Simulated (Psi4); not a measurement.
# Single-point calculation of WNH2O2F

System: WNH2O2F, SMILES [NH2][W](=[O])(=[O])[F].
Method: MP2/def2-QZVPP, RHF, core potentials def2 (Psi4 1.11).

The geometry was optimised with PBE0/def2-TZVP.

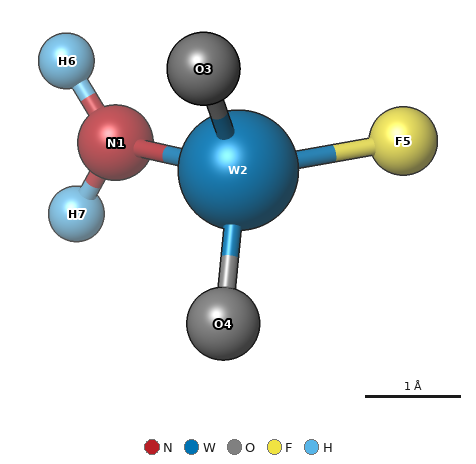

Fig. 1: The structure as given in the input (ball-and-stick view, seen at a tilt; atoms are numbered from 1 in the order of the input). Sticks mark near contacts. Bond lengths as drawn: F–W 1.86 Å, H–N 1.01 Å, N–W 1.93 Å and O–W 1.70 Å.

**Key numbers**

| quantity | value |
| --- | --- |
| outcome | converged |
| total energy | −373.076168 hartree |
| SCF energy | −371.483938 hartree |
| MP2 energy | −373.076168 hartree |
| correlation energy | −1.592231 hartree |
| basis functions | 369 |
| HOMO of the SCF reference | −12.67 eV |
| LUMO of the SCF reference | 1.30 eV |
| hardware | 2 threads of Intel Xeon @ 2.50GHz (Skylake/Cascade Lake), 32 GiB of memory available, shared host |
| wall time | 14 s (CPU time 28 s) |
| peak memory | 1.3 GiB |

**Input (job.dat)**
```
memory 5.5 GB

molecule mol {
  0 1
  N     -0.783442     0.739178     0.420517
  W      0.523435    -0.498853    -0.271949
  O      1.225824    -1.307154     1.052127
  O     -0.297846    -1.605029    -1.272243
  F      1.843274     0.386750    -1.247533
  H     -0.759635     1.100325     1.362970
  H     -1.680363     0.896892    -0.015208
  symmetry c1
}

set basis def2-QZVPP
set scf_type df
set num_frozen_docc 4

e, wfn = energy('mp2', return_wfn=True)
```

Launched with:
```bash
psi4 job.dat job.out -n 2
```

**Log**
```
Psi4 1.11 release

   => Loading Basis Set <=

    Name: DEF2-QZVPP
    Role: ORBITAL
    Keyword: BASIS

    !!!  WARNING: ECP capability is in beta. Please check occupations closely.  !!!

         ---------------------------------------------------------
                                   SCF
                              RHF Reference
                        2 Threads,   5245 MiB Core
         ---------------------------------------------------------

  ==> Geometry <==

    Molecular point group: c1
    Full point group: C1

    Geometry (in Angstrom), charge = 0, multiplicity = 1:

       Center              X                  Y                   Z               Mass
    ------------   -----------------  -----------------  -----------------  -----------------
         N           -1.312291126876     1.211900142628     0.699449473522    14.003074004430
         W           -0.005414126876    -0.026130857372     0.006983473522   183.950930920000
         O            0.696974873124    -0.834431857372     1.331059473522    15.994914619570
         O           -0.826695126876    -1.132306857372    -0.993310526478    15.994914619570
         F            1.314424873124     0.859472142628    -0.968600526478    18.998403162730
         H           -1.288484126876     1.573047142628     1.641902473522     1.007825032230
         H           -2.209212126876     1.369614142628     0.263724473522     1.007825032230

  Running in c1 symmetry.

  Rotational constants: A =      0.12513  B =      0.10965  C =      0.10490 [cm^-1]
  Rotational constants: A =   3751.17763  B =   3287.13046  C =   3144.95450 [MHz]
  Nuclear repulsion =  222.054039768072244

  Charge       = 0
  Multiplicity = 1
  Electrons    = 48
  Nalpha       = 24
  Nbeta        = 24

  ==> Algorithm <==

  SCF Algorithm Type is DF.
  DIIS enabled.
  MOM disabled.
  Fractional occupation disabled.
  Guess Type is SAD.
  Energy threshold   = 1.00e-08
  Density threshold  = 1.00e-08
  Integral threshold = 1.00e-12

  ==> Primary Basis <==

  Basis Set: DEF2-QZVPP
    Blend: DEF2-QZVPP
    Number of shells: 109
    Number of basis functions: 369
    Number of Cartesian functions: 464
    Spherical Harmonics?: true
    Max angular momentum: 4

  Core potential: DEF2-QZVPP
    Number of shells: 4
    Number of ECP primitives: 10
    Number of ECP core electrons: 60
    Max angular momentum: 3

   => Loading Basis Set <=

    Name: (DEF2-QZVPP AUX)
    Role: JKFIT
    Keyword: DF_BASIS_SCF

  ==> Integral Setup <==

  DFHelper Memory: AOs need 0.568 GiB; user supplied 3.842 GiB.
  SCF_SUBTYPE=INCORE selected. In-core MEM_DF algorithm will be used.
  Using in-core AOs.

  ==> MemDFJK: Density-Fitted J/K Matrices <==

    J tasked:                   Yes
    K tasked:                   Yes
    wK tasked:                   No
    Memory [MiB]:              3933
    Algorithm:                 Core
    Schwarz Cutoff:           1E-12
    Mask sparsity (%):       9.5402
    Fitting Condition:        1E-10

   => Auxiliary Basis Set <=

  Basis Set: (DEF2-QZVPP AUX)
    Blend: DEF2-UNIVERSAL-JKFIT
    Number of shells: 157
    Number of basis functions: 571
    Number of Cartesian functions: 753
    Spherical Harmonics?: true
    Max angular momentum: 6

  Minimum eigenvalue in the overlap matrix is 1.4775272915E-04.
  Reciprocal condition number of the overlap matrix is 1.8416895432E-05.
    Using symmetric orthogonalization.

  ==> Pre-Iterations <==

  SCF Guess: Superposition of Atomic Densities via on-the-fly atomic UHF (no occupation information).

   -------------------------
    Irrep   Nso     Nmo
   -------------------------
     A        369     369
   -------------------------
    Total     369     369
   -------------------------

  ==> Iterations <==

                           Total Energy        Delta E     RMS |[F,P]|

   @DF-RHF iter SAD:  -369.48805741127273   -3.69488e+02   0.00000e+00
   @DF-RHF iter   1:  -370.86560212854130   -1.37754e+00   3.34763e-03 ADIIS/DIIS
   @DF-RHF iter   2:  -370.30174014241913    5.63862e-01   4.99524e-03 ADIIS/DIIS
   @DF-RHF iter   3:  -371.46979052098777   -1.16805e+00   4.51697e-04 ADIIS/DIIS
   @DF-RHF iter   4:  -371.48075510527877   -1.09646e-02   1.83357e-04 ADIIS/DIIS
   @DF-RHF iter   5:  -371.48327708065585   -2.52198e-03   5.36174e-05 DIIS
   @DF-RHF iter   6:  -371.48374766333359   -4.70583e-04   2.36843e-05 DIIS
   @DF-RHF iter   7:  -371.48389666768213   -1.49004e-04   1.34659e-05 DIIS
   @DF-RHF iter   8:  -371.48392511217634   -2.84445e-05   7.08137e-06 DIIS
   @DF-RHF iter   9:  -371.48393533662681   -1.02245e-05   2.43119e-06 DIIS
   @DF-RHF iter  10:  -371.48393727785003   -1.94122e-06   9.76407e-07 DIIS
   @DF-RHF iter  11:  -371.48393748536205   -2.07512e-07   4.80952e-07 DIIS
   @DF-RHF iter  12:  -371.48393753680261   -5.14406e-08   1.47863e-07 DIIS
   @DF-RHF iter  13:  -371.48393754240516   -5.60254e-09   6.19600e-08 DIIS
   @DF-RHF iter  14:  -371.48393754325815   -8.52992e-10   1.92331e-08 DIIS
   @DF-RHF iter  15:  -371.48393754334870   -9.05516e-11   7.50817e-09 DIIS
  Energy and wave function converged.

  ==> Post-Iterations <==

    Orbital Energies [Eh]
    ---------------------

    Doubly Occupied:

       1A    -26.311126     2A    -20.585123     3A    -20.584612
       4A    -15.606188     5A     -3.599921     6A     -2.098201
       7A     -2.088178     8A     -2.075627     9A     -1.578186
      10A     -1.267354    11A     -1.243465    12A     -1.177267
      13A     -0.723748    14A     -0.718384    15A     -0.692038
      16A     -0.689419    17A     -0.651275    18A     -0.604985
      19A     -0.587224    20A     -0.545003    21A     -0.542671
      22A     -0.510122    23A     -0.484889    24A     -0.465700

    Virtual:

      25A      0.047891    26A      0.072846    27A      0.074847
      28A      0.095630    29A      0.098066    30A      0.113202
      31A      0.125227    32A      0.136756    33A      0.155358
      34A      0.162847    35A      0.173766    36A      0.223512
      37A      0.274392    38A      0.296990    39A      0.304764
      40A      0.320707    41A      0.359279    42A      0.372098
      43A      0.384034    44A      0.398421    45A      0.408047
      46A      0.422397    47A      0.437493    48A      0.444128
      49A      0.461749    50A      0.467180    51A      0.472346
      52A      0.493897    53A      0.498025    54A      0.530811
      55A      0.539862    56A      0.563530    57A      0.575017
      58A      0.619346    59A      0.626407    60A      0.669938
      61A      0.694153    62A      0.728517    63A      0.730558
      64A      0.748549    65A      0.767933    66A      0.786467
      67A      0.795233    68A      0.837128    69A      0.895866
      70A      0.899264    71A      0.928154    72A      0.964492
      73A      1.001159    74A      1.031364    75A      1.058465
      76A      1.060705    77A      1.101777    78A      1.131229
      79A      1.152293    80A      1.157235    81A      1.176125
      82A      1.209447    83A      1.227883    84A      1.239401
      85A      1.261964    86A      1.293926    87A      1.304177
      88A      1.329501    89A      1.330034    90A      1.404626
      91A      1.412060    92A      1.435110    93A      1.444116
      94A      1.463083    95A      1.478606    96A      1.485678
      97A      1.515381    98A      1.530780    99A      1.564168
     100A      1.582095   101A      1.629179   102A      1.633207
     103A      1.648995   104A      1.667641   105A      1.670045
     106A      1.678195   107A      1.695194   108A      1.697366
     109A      1.706701   110A      1.728314   111A      1.741479
     112A      1.773922   113A      1.846300   114A      1.871985
     115A      1.911850   116A      1.966061   117A      1.968786
     118A      1.995482   119A      2.015800   120A      2.026948
     121A      2.036983   122A      2.063386   123A      2.105681
     124A      2.120858   125A      2.187634   126A      2.262506
     127A      2.301522   128A      2.313096   129A      2.334751
     130A      2.357073   131A      2.417762   132A      2.435781
     133A      2.456579   134A      2.519541   135A      2.521263
     136A      2.552872   137A      2.608324   138A      2.614648
     139A      2.634203   140A      2.685942   141A      2.755708
     142A      2.819053   143A      2.859089   144A      2.870088
     145A      2.897472   146A      2.913389   147A      3.019044
     148A      3.070031   149A      3.084643   150A      3.152275
     151A      3.165239   152A      3.182150   153A      3.200112
     154A      3.340677   155A      3.356181   156A      3.396773
     157A      3.404081   158A      3.442970   159A      3.446444
     160A      3.473347   161A      3.485530   162A      3.525491
     163A      3.543552   164A      3.589711   165A      3.596446
     166A      3.629255   167A      3.640969   168A      3.685205
     169A      3.741776   170A      3.764337   171A      3.765178
     172A      3.799229   173A      3.822673   174A      3.851900
     175A      3.869921   176A      3.877751   177A      3.923823
     178A      3.964972   179A      3.973141   180A      4.074156
     181A      4.088779   182A      4.121268   183A      4.171810
     184A      4.225902   185A      4.261513   186A      4.293885
     187A      4.302629   188A      4.310692   189A      4.327662
     190A      4.388071   191A      4.394321   192A      4.435666
     193A      4.458826   194A      4.489406   195A      4.489759
     196A      4.520479   197A      4.557878   198A      4.581269
     199A      4.601290   200A      4.617178   201A      4.640691
     202A      4.712429   203A      4.713529   204A      4.718573
     205A      4.740365   206A      4.766609   207A      4.857418
     208A      4.901438   209A      4.951750   210A      5.011084
     211A      5.042004   212A      5.101775   213A      5.168802
     214A      5.239400   215A      5.295729   216A      5.389574
     217A      5.401694   218A      5.483106   219A      5.509669
     220A      5.552386   221A      5.569212   222A      5.693725
     223A      5.701449   224A      5.742743   225A      5.779371
     226A      5.816541   227A      6.008851   228A      6.020002
     229A      6.029248   230A      6.095750   231A      6.145704
     232A      6.181597   233A      6.208722   234A      6.238067
     235A      6.347945   236A      6.659537   237A      6.790297
     238A      6.802582   239A      6.951635   240A      6.960836
     241A      7.008810   242A      7.026485   243A      7.083575
     244A      7.166346   245A      7.202204   246A      7.299658
     247A      7.363287   248A      7.424895   249A      7.441637
     250A      7.621458   251A      7.658975   252A      7.712787
     253A      7.737895   254A      7.778564   255A      7.870795
     256A      8.108792   257A      8.143507   258A      8.154181
     259A      8.195851   260A      8.330648   261A      8.340650
     262A      8.391248   263A      8.477524   264A      8.574793
     265A      8.607227   266A      8.661700   267A      8.718735
     268A      8.863952   269A      8.982088   270A      9.084792
     271A      9.239622   272A      9.326143   273A      9.351775
     274A      9.357455   275A      9.364702   276A      9.366162
     277A      9.369871   278A      9.371583   279A      9.380151
     280A      9.389860   281A      9.395615   282A      9.419691
     283A      9.421816   284A      9.428092   285A      9.466881
     286A      9.541447   287A      9.617420   288A      9.627976
     289A      9.638943   290A      9.657465   291A      9.661298
     292A      9.726493   293A      9.999939   294A     10.087360
     295A     10.099733   296A     10.198733   297A     10.413646
     298A     10.743064   299A     11.530973   300A     11.563660
     301A     11.568069   302A     11.598724   303A     11.641270
     304A     11.651035   305A     11.686655   306A     11.758255
     307A     11.790100   308A     11.845852   309A     11.972171
     310A     11.972280   311A     11.973062   312A     11.975808
     313A     11.982283   314A     11.982301   315A     11.987683
     316A     11.996152   317A     12.018403   318A     12.066170
     319A     12.135430   320A     12.136546   321A     12.160064
     322A     12.177204   323A     12.196699   324A     12.213006
     325A     12.330383   326A     12.397923   327A     12.407149
     328A     12.673855   329A     12.719119   330A     12.739251
     331A     12.748211   332A     12.965829   333A     12.989358
     334A     13.017043   335A     13.021652   336A     13.055777
     337A     13.088341   338A     14.001083   339A     14.085245
     340A     14.930413   341A     15.275803   342A     15.283538
     343A     15.350805   344A     15.355982   345A     15.458372
     346A     15.474558   347A     15.493409   348A     15.557241
     349A     16.051140   350A     16.343214   351A     16.441458
     352A     16.622996   353A     16.624390   354A     16.920478
     355A     16.929343   356A     17.249776   357A     39.081988
     358A     48.896596   359A     48.910764   360A     49.635902
     361A     51.335566   362A     51.380499   363A     55.518686
     364A     78.581606   365A    200.192272   366A    256.039732
     367A    256.128029   368A    288.708403   369A    604.877226

    Final Occupation by Irrep:
              A
    DOCC [    24 ]
    NA   [    24 ]
    NB   [    24 ]

  @DF-RHF Final Energy:  -371.48393754334870

   => Energetics <=

    Nuclear Repulsion Energy =            222.0540397680722435
    One-Electron Energy =                -976.2145369862353164
    Two-Electron Energy =                 382.6765596748143707
    Total Energy =                       -371.4839375433487021

Computation Completed

Properties will be evaluated at   0.000000,   0.000000,   0.000000 [a0]

Properties computed using the SCF density matrix

 Multipole Moments:

 ------------------------------------------------------------------------------------
     Multipole            Electronic (a.u.)      Nuclear  (a.u.)        Total (a.u.)
 ------------------------------------------------------------------------------------

 L = 1.  Multiply by 2.5417464519 to convert [e a0] to [Debye]
 Dipole X            :          2.8132058           -3.7179796           -0.9047738
 Dipole Y            :         -4.3259907            5.7853396            1.4593488
 Dipole Z            :         -1.2674668            1.6707612            0.4032944
 Magnitude           :                                                    1.7637917

 ------------------------------------------------------------------------------------

	total time  =          8 seconds =       0.13 minutes

  //>>>>>>>>>>>>>>>>>>>>>>>>>>>>>>>>>>>//
  //               DFMP2               //
  //<<<<<<<<<<<<<<<<<<<<<<<<<<<<<<<<<<<//

   => Loading Basis Set <=

    Name: (DEF2-QZVPP AUX)
    Role: RIFIT
    Keyword: DF_BASIS_MP2

	 --------------------------------------------------------
	                          DF-MP2
	      2nd-Order Density-Fitted Moller-Plesset Theory
	              RMP2 Wavefunction,   2 Threads

	 --------------------------------------------------------

   => Auxiliary Basis Set <=

  Basis Set: (DEF2-QZVPP AUX)
    Blend: DEF2-QZVPP-RI
    Number of shells: 210
    Number of basis functions: 928
    Number of Cartesian functions: 1297
    Spherical Harmonics?: true
    Max angular momentum: 6

	 --------------------------------------------------------
	                 NBF =   369, NAUX =   928
	 --------------------------------------------------------
	   CLASS    FOCC     OCC    AOCC    AVIR     VIR    FVIR
	   PAIRS       4      24      20     345     345       0
	 --------------------------------------------------------

	-----------------------------------------------------------
	 ==================> DF-MP2 Energies <====================
	-----------------------------------------------------------
	 Reference Energy          =    -371.4839375433487021 [Eh]
	 Singles Energy            =      -0.0000000000000000 [Eh]
	 Same-Spin Energy          =      -0.4414976215157507 [Eh]
	 Opposite-Spin Energy      =      -1.1507329196773313 [Eh]
	 Correlation Energy        =      -1.5922305411930819 [Eh]
	 Total Energy              =    -373.0761680845417914 [Eh]
	-----------------------------------------------------------
	 ================> DF-SCS-MP2 Energies <==================
	-----------------------------------------------------------
	 SCS Same-Spin Scale       =       0.3333333333333333 [-]
	 SCS Opposite-Spin Scale   =       1.2000000000000000 [-]
	 SCS Same-Spin Energy      =      -0.1471658738385836 [Eh]
	 SCS Opposite-Spin Energy  =      -1.3808795036127974 [Eh]
	 SCS Correlation Energy    =      -1.5280453774513809 [Eh]
	 SCS Total Energy          =    -373.0119829208001079 [Eh]
	-----------------------------------------------------------

	total time  =          4 seconds =       0.07 minutes

    Psi4 run time: 0:00:12.29
```

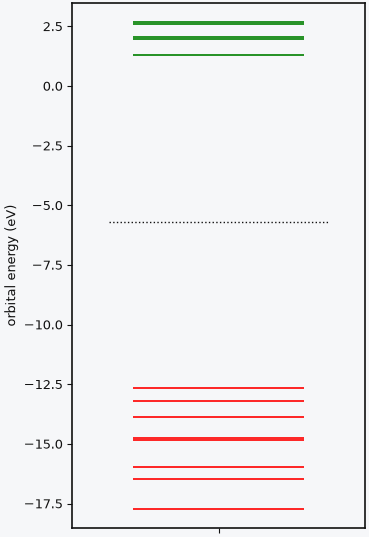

Fig. 2: Orbital energies near the frontier (SCF reference); the dotted line parts filled from empty levels, and levels within 0.02 eV of each other stand side by side. Highest filled −12.67 eV, lowest empty 1.30 eV, 13.97 eV apart.
